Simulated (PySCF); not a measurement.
Consider C$_{6}$H$_{10}$O$_{2}$Si$_{2}$.

```
atom    x (Å)    y (Å)    z (Å)
   C   3.0000  -0.0643  -0.0513
   C   2.2098   1.2141   0.0375
   O   2.7285   2.3024  -0.0646
  Si   0.2983   1.0907   0.3080
   C  -0.0684  -0.4373   1.3566
   C  -1.0135  -1.2572   0.9036
   C  -1.8660  -0.8995  -0.2637
   C  -2.7829   0.1915   0.0884
   O  -2.4338   1.2007   0.6605
  Si  -0.7439   0.1029  -1.5325
   H   4.0494   0.1321  -0.2596
   H   2.5755  -0.6945  -0.8300
   H   2.9072  -0.5955   0.8935
   H  -0.0855   2.4075   0.8065
   H   0.4518  -0.6783   2.2726
   H  -1.2665  -2.1815   1.4092
   H  -2.3907  -1.7545  -0.6821
   H  -3.8250   0.0789  -0.2594
   H  -1.6384   0.8078  -2.4555
   H  -0.1112  -0.9552  -2.3408
```

Geometry: GFN2-xTB.

All numbers below come from PBE0/pcSseg-1, SCF density, gas phase, non-relativistic (PySCF).

Q: Predict the electron density and electron localisation function between the atoms.

A: C–O (1.21 Å): ρ at the midpoint is about 3.3 e/Å³; the ELF peaks at about 0.85 between the atoms (a short, multiple covalent bond).
C–H (1.09 Å): ρ at the midpoint is about 2 e/Å³; the ELF climbs to about 1 towards the hydrogen, as it does in any bond to H: a covalent bond by its length.

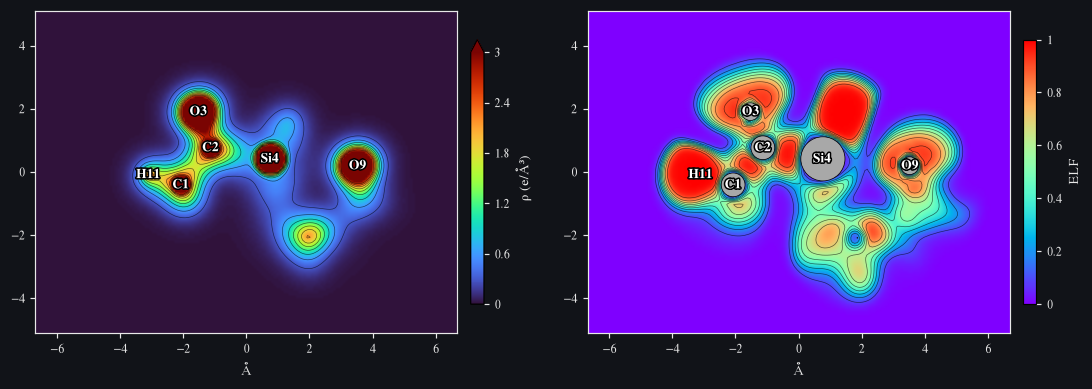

Computed electron density and electron localisation function on the plane of atoms C1, C2 and Si4, in this order. Grey discs cover the atomic cores in the ELF map. 
